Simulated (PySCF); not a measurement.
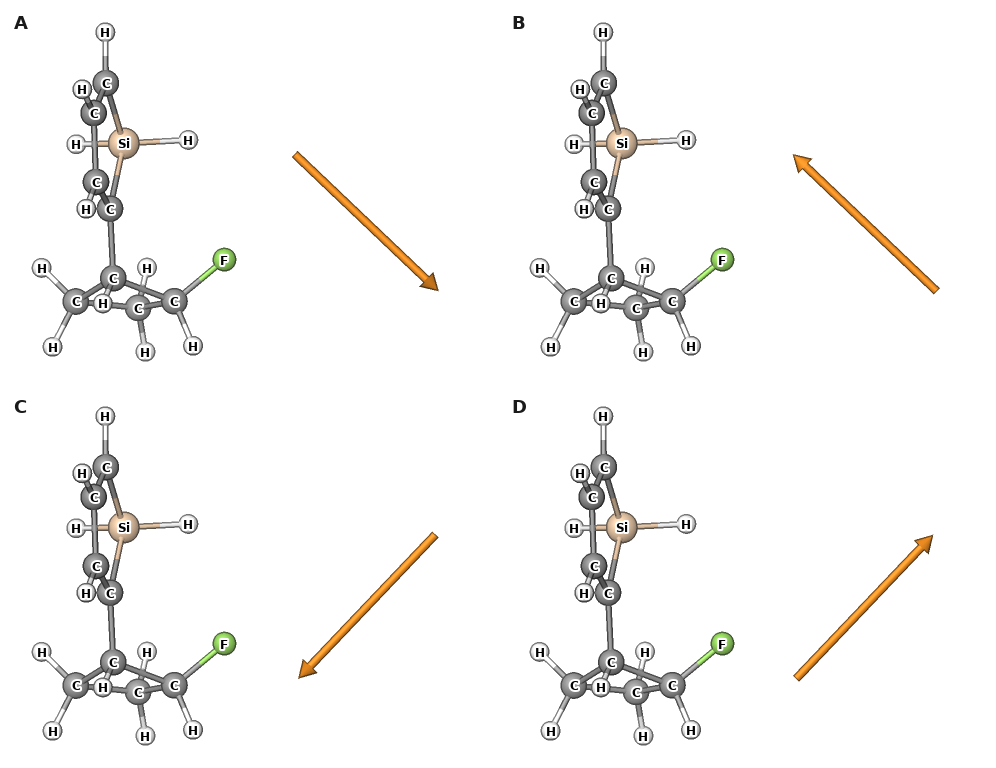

The same molecule four times, each with an arrow. The geometry was computed by an optimisation with GFN2-xTB. No frequency run is at hand to confirm it as a minimum. Level of theory: PBE0/pcSseg-1, gas phase (PySCF 2.14.0).

### Which arrow points along the dipole moment, from the negative to the positive end?

C. The dipole moment is 1.78 D.

The geometry is semi-empirical. Around Si such bond lengths and angles can be off by a tenth of an ångström or more and by several degrees, and values that hang on the shape move with them.
